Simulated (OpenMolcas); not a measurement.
**Relativistic diatomic calculation: PO⁻ (part 2 of 2)**

Continued. System: PO⁻. Method: SA-CASSCF(10,7)/XMS-CASPT2 + RASSI spin-orbit (X2C scalar, AMFI), ANO-RCC-VTZP (OpenMolcas).

## Log (extracts), continued
```
++ Dipole transition strengths (spin-free states):
     for osc. strength at least  1.00000000E-05
      From   To        Osc. strength     Einstein coefficients Ax, Ay, Az (sec-1)    Total A (sec-1)
         1   10       6.12055260E-02  5.66753159E+07  9.08734826E+06  0.00000000E+00  6.57626642E+07
         1   11       6.12055257E-02  9.08734857E+06  5.66753159E+07  0.00000000E+00  6.57626645E+07
         1    5       1.33199484E-01  0.00000000E+00  0.00000000E+00  1.72290708E+08  1.72290708E+08
         1   12       1.77075238E-03  2.30639887E+06  1.34209377E+04  0.00000000E+00  2.31981981E+06
         1   13       1.77075370E-03  1.34209522E+04  2.30640061E+06  0.00000000E+00  2.31982156E+06
         6   14       3.71918843E-02  5.11959616E+07  6.39198897E+05  0.00000000E+00  5.18351605E+07
         6   15       3.71918846E-02  6.39198798E+05  5.11959621E+07  0.00000000E+00  5.18351609E+07
         7   14       3.71513796E-02  6.37112688E+05  5.10288739E+07  0.00000000E+00  5.16659866E+07
         7   15       3.71513788E-02  5.10288728E+07  6.37112694E+05  0.00000000E+00  5.16659855E+07
         8   14       2.25128472E-02  8.05682618E+03  2.61462651E+07  0.00000000E+00  2.61543219E+07
         8   15       2.25128483E-02  2.61462664E+07  8.05681525E+03  0.00000000E+00  2.61543232E+07
         9   14       1.13190800E-03  1.87506365E+05  5.59319334E+01  0.00000000E+00  1.87562297E+05
         9   15       1.13190803E-03  5.59318761E+01  1.87506371E+05  0.00000000E+00  1.87562303E+05
         2   10       3.35823736E-04  5.45717264E+02  3.12900019E+02  0.00000000E+00  8.58617282E+02
         2   11       3.35823762E-04  3.12900101E+02  5.45717409E+02  0.00000000E+00  8.58617510E+02
         3   10       3.21284978E-04  2.73995105E+02  4.77864553E+02  0.00000000E+00  7.51859659E+02
         3   11       3.21285051E-04  4.77864829E+02  2.73995148E+02  0.00000000E+00  7.51859977E+02
         4   10       2.00627552E-04  1.89794061E+01  1.16244708E+02  0.00000000E+00  1.35224114E+02
         4   11       2.00627571E-04  1.16244753E+02  1.89794232E+01  0.00000000E+00  1.35224176E+02
        10    5       6.54885763E-05  5.58345074E+02  1.06430391E+02  0.00000000E+00  6.64775465E+02
        10   12       2.68646658E-05  0.00000000E+00  0.00000000E+00  3.13497871E+02  3.13497871E+02
        11    5       6.54885727E-05  1.06430365E+02  5.58345001E+02  0.00000000E+00  6.64775366E+02
        11   13       2.68646885E-05  0.00000000E+00  0.00000000E+00  3.13498129E+02  3.13498129E+02
 Electric-quadrupole - electric-quadrupole not included
 Electric-dipole - electric-octupole not included
 Electric-dipole - magnetic-quadrupole not included
   Eigenvalues of complex Hamiltonian:
  (Shifted by EMIN (a.u.) =       -416.8886079989)
 SO State       Relative EMIN(au)   Rel lowest level(eV)    D:o, cm**(-1)      Omega
     1            -0.0000170728        0.0000000000              0.0000         0.0
     2            -0.0000035061        0.0003691680              2.9775         1.0
     3            -0.0000035061        0.0003691680              2.9775         1.0
     4             0.0260048844        0.7080935295           5711.1595         2.0
     5             0.0262317081        0.7142657169           5760.9415         2.0
     6             0.0441394704        1.2015607523           9691.2410         0.0
     7             0.1624324823        4.4204775886          35653.5562         0.0
     8             0.1733887585        4.7186130528          38058.1809         3.0
     9             0.1733887585        4.7186130528          38058.1809         3.0
    10             0.1739474647        4.7338162243          38180.8027         2.0
    11             0.1743336525        4.7443249283          38265.5612         2.0
    12             0.1748919857        4.7595179502          38388.1011         1.1
    13             0.1748919857        4.7595179502          38388.1011         1.1
    14             0.1782871920        4.8519062193          39133.2628         1.0
    15             0.1782871920        4.8519062193          39133.2628         1.0
    16             0.1783207953        4.8528206105          39140.6379         0.0
    17             0.1824763280        4.9658984158          40052.6719         2.0
    18             0.1824763305        4.9658984847          40052.6724         2.0
    19             0.1828666918        4.9765207580          40138.3468         1.0
    20             0.1828666927        4.9765207808          40138.3470         1.0
    21             0.1832624611        4.9872901896          40225.2082         0.0
    22             0.1832658970        4.9873836852          40225.9622         0.0
    23             0.2005561117        5.4578743945          44020.7257         0.0
    24             0.2006099995        5.4593407555          44032.5527         1.0
    25             0.2006099995        5.4593407551          44032.5527         1.0
    26             0.2015591438        5.4851682876          44240.8658         0.0
    27             0.2016465091        5.4875456198          44260.0403         0.0
    28             0.2019592929        5.4960568994          44328.6884         1.0
    29             0.2019592935        5.4960569163          44328.6885         1.0
    30             0.2022943982        5.5051755803          44402.2355         2.0
    31             0.2022943984        5.5051755853          44402.2356         2.0
    32             0.2342845141        6.3756709795          51423.2544         1.0
    33             0.2342845141        6.3756709795          51423.2544         1.0
    34             0.3406022559        9.2687241165          74757.3016         3.0
    35             0.3406022559        9.2687241165          74757.3016         3.0
    36             0.3407578786        9.2729588247          74791.4568         2.0
    37             0.3407578798        9.2729588594          74791.4571         2.0
    38             0.3409140163        9.2772075486          74825.7251         1.0
    39             0.3409140522        9.2772085273          74825.7330         1.0
    40             0.3410702133        9.2814578874          74860.0064         0.0
    41             0.3410712335        9.2814856474          74860.2303         0.0
    42             0.3412279462        9.2857500180          74894.6248         1.0
    43             0.3412279462        9.2857500180          74894.6248         1.0
 Weights of the five most important spin-orbit-free states for each spin-orbit state.
 SO State  Total energy (au)           Spin-free states, spin, and weights
    1        -0.000017       1 1.0  0.9997    8 0.0  0.0003   10 1.0  0.0000   11 1.0  0.0000   16 2.0  0.0000
    2        -0.000004       1 1.0  1.0000   11 1.0  0.0000   14 0.0  0.0000   17 2.0  0.0000   16 2.0  0.0000
    3        -0.000004       1 1.0  1.0000   10 1.0  0.0000   15 0.0  0.0000   16 2.0  0.0000   17 2.0  0.0000
    4         0.026005       6 0.0  1.0000   11 1.0  0.0000   10 1.0  0.0000   12 1.0  0.0000   13 1.0  0.0000
    5         0.026232       7 0.0  1.0000   10 1.0  0.0000   11 1.0  0.0000   12 1.0  0.0000   13 1.0  0.0000
    6         0.044139       8 0.0  0.9997    1 1.0  0.0003   10 1.0  0.0000   11 1.0  0.0000   13 1.0  0.0000
    7         0.162432       9 0.0  0.9979    4 1.0  0.0021   12 1.0  0.0000   13 1.0  0.0000   11 1.0  0.0000
    8         0.173389       2 1.0  0.6284    3 1.0  0.3715   16 2.0  0.0000   17 2.0  0.0000   10 1.0  0.0000
    9         0.173389       2 1.0  0.6284    3 1.0  0.3715   16 2.0  0.0000   17 2.0  0.0000   10 1.0  0.0000
   10         0.173947       2 1.0  1.0000   10 1.0  0.0000   11 1.0  0.0000   16 2.0  0.0000   17 2.0  0.0000
   11         0.174334       3 1.0  1.0000   10 1.0  0.0000   11 1.0  0.0000   16 2.0  0.0000   17 2.0  0.0000
   12         0.174892       3 1.0  0.6284    2 1.0  0.3715   10 1.0  0.0000   11 1.0  0.0000   15 0.0  0.0000
   13         0.174892       3 1.0  0.6284    2 1.0  0.3715   10 1.0  0.0000   11 1.0  0.0000   15 0.0  0.0000
   14         0.178287       4 1.0  1.0000    5 1.0  0.0000   10 1.0  0.0000   11 1.0  0.0000   16 2.0  0.0000
   15         0.178287       4 1.0  1.0000    5 1.0  0.0000   10 1.0  0.0000   11 1.0  0.0000   16 2.0  0.0000
   16         0.178321       4 1.0  0.9979    9 0.0  0.0021   10 1.0  0.0000   11 1.0  0.0000   16 2.0  0.0000
   17         0.182476      10 1.0  0.5000   11 1.0  0.5000   13 1.0  0.0000   12 1.0  0.0000    6 0.0  0.0000
   18         0.182476      10 1.0  0.5000   11 1.0  0.5000   13 1.0  0.0000   12 1.0  0.0000    7 0.0  0.0000
   19         0.182867      10 1.0  0.9999   15 0.0  0.0001    4 1.0  0.0000   14 0.0  0.0000    1 1.0  0.0000
   20         0.182867      11 1.0  0.9999   14 0.0  0.0001    4 1.0  0.0000   15 0.0  0.0000    1 1.0  0.0000
   21         0.183262      11 1.0  0.5000   10 1.0  0.5000    4 1.0  0.0000   12 1.0  0.0000   13 1.0  0.0000
   22         0.183266      11 1.0  0.5000   10 1.0  0.5000    8 0.0  0.0000   12 1.0  0.0000   13 1.0  0.0000
   23         0.200556       5 1.0  0.9203   12 1.0  0.0398   13 1.0  0.0398    8 0.0  0.0000   16 2.0  0.0000
   24         0.200610       5 1.0  0.9754   13 1.0  0.0246    4 1.0  0.0000   14 0.0  0.0000   17 2.0  0.0000
   25         0.200610       5 1.0  0.9754   12 1.0  0.0246    4 1.0  0.0000   15 0.0  0.0000   16 2.0  0.0000
   26         0.201559      12 1.0  0.5000   13 1.0  0.5000   11 1.0  0.0000   10 1.0  0.0000    9 0.0  0.0000
   27         0.201647      12 1.0  0.4602   13 1.0  0.4602    5 1.0  0.0797   11 1.0  0.0000   10 1.0  0.0000
   28         0.201959      12 1.0  0.9754    5 1.0  0.0246   15 0.0  0.0000    4 1.0  0.0000   16 2.0  0.0000
   29         0.201959      13 1.0  0.9754    5 1.0  0.0246   14 0.0  0.0000    4 1.0  0.0000   17 2.0  0.0000
   30         0.202294      13 1.0  0.5000   12 1.0  0.5000   10 1.0  0.0000   11 1.0  0.0000    6 0.0  0.0000
   31         0.202294      13 1.0  0.5000   12 1.0  0.5000   10 1.0  0.0000   11 1.0  0.0000    7 0.0  0.0000
   32         0.234285      15 0.0  0.9999   10 1.0  0.0001   11 1.0  0.0000   12 1.0  0.0000    1 1.0  0.0000
   33         0.234285      14 0.0  0.9999   11 1.0  0.0001   10 1.0  0.0000   13 1.0  0.0000    1 1.0  0.0000
   34         0.340602      16 2.0  0.5000   17 2.0  0.5000    3 1.0  0.0000    2 1.0  0.0000    1 1.0  0.0000
   35         0.340602      16 2.0  0.5000   17 2.0  0.5000    3 1.0  0.0000    2 1.0  0.0000    1 1.0  0.0000
   36         0.340758      16 2.0  0.5001   17 2.0  0.4999    2 1.0  0.0000   12 1.0  0.0000   13 1.0  0.0000
   37         0.340758      16 2.0  0.5001   17 2.0  0.4999    3 1.0  0.0000   12 1.0  0.0000   13 1.0  0.0000
   38         0.340914      16 2.0  1.0000   17 2.0  0.0000    1 1.0  0.0000    4 1.0  0.0000    3 1.0  0.0000
   39         0.340914      17 2.0  1.0000   16 2.0  0.0000    1 1.0  0.0000    4 1.0  0.0000    3 1.0  0.0000
   40         0.341070      17 2.0  0.5001   16 2.0  0.4999    4 1.0  0.0000   13 1.0  0.0000   12 1.0  0.0000
   41         0.341071      17 2.0  0.5001   16 2.0  0.4999    1 1.0  0.0000    5 1.0  0.0000   13 1.0  0.0000
   42         0.341228      17 2.0  0.5000   16 2.0  0.5000    1 1.0  0.0000    4 1.0  0.0000    5 1.0  0.0000
   43         0.341228      17 2.0  0.5000   16 2.0  0.5000    1 1.0  0.0000    4 1.0  0.0000    5 1.0  0.0000
++ Dipole transition strengths (SO states):
        for osc. strength at least   1.00000000E-05
      From   To        Osc. strength     Einstein coefficients Ax, Ay, Az (sec-1)    Total A (sec-1)
         1   19       6.11961124E-02  5.66769410E+07  9.08657476E+06  0.00000000E+00  6.57635158E+07
         1   20       6.11961122E-02  9.08657507E+06  5.66769410E+07  0.00000000E+00  6.57635161E+07
         1   23       1.22527517E-01  0.00000000E+00  0.00000000E+00  1.58376323E+08  1.58376323E+08
         1   24       3.94310342E-05  3.03683308E+02  5.06913785E+04  0.00000000E+00  5.09950618E+04
         1   25       3.94310382E-05  5.06913837E+04  3.03683212E+02  0.00000000E+00  5.09950670E+04
         1   27       1.06417508E-02  0.00000000E+00  0.00000000E+00  1.39052538E+07  1.39052538E+07
         1   28       1.73022450E-03  2.25475911E+06  1.30915229E+04  0.00000000E+00  2.26785064E+06
         1   29       1.73022583E-03  1.30915373E+04  2.25476086E+06  0.00000000E+00  2.26785239E+06
```

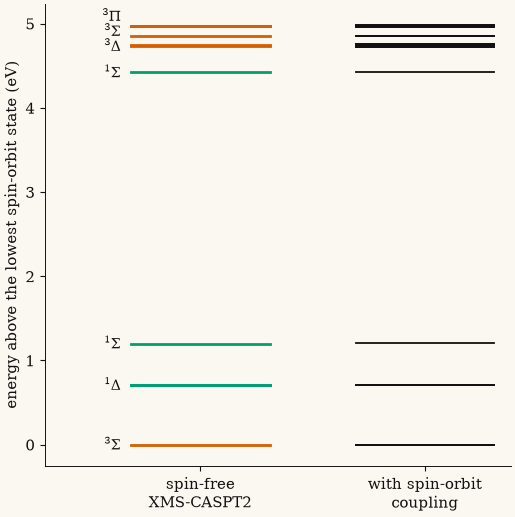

Fig. 1: States up to 5.1 eV at 1.589 Å, without spin-orbit coupling (left, a colour for each spin multiplicity) and with it (right, where close levels merge). The spin-free states run ³Σ (0.00 eV), ¹Δ (0.71 eV), ¹Σ (1.20 eV), ¹Σ (4.42 eV), ³Δ (4.73 eV), ³Σ (4.85 eV) from the lowest. The lowest spin-orbit levels have |Ω| = 0 (0 cm⁻¹), 1 (3 cm⁻¹), 2 (5,711 cm⁻¹), 2 (5,761 cm⁻¹), 0 (9,691 cm⁻¹).

## Results in brief

- outcome: converged; components of a degenerate state are split by 85 cm⁻¹; whether the anion is bound against detachment isn't tested
- lowest spin-free state: ³Σ
- lowest spin-orbit level: Ω = 0, −416.88863 hartree
- next level: Ω = 1, 3 cm⁻¹
- wall time: 42 s

## Remarks

Caveats: the two components of ³Δ at 4.74 eV, degenerate in CASSCF as they must be, are split by 85 cm⁻¹ in XMS-CASPT2, an artefact that passes into its spin-orbit levels; 2 of the 43 spin-orbit states have no clean Ω, so their splittings aren't to be trusted; the run doesn't test whether the anion keeps its extra electron; the basis has no added diffuse functions, and states above the detachment threshold, which may include the lowest, are held only by it.
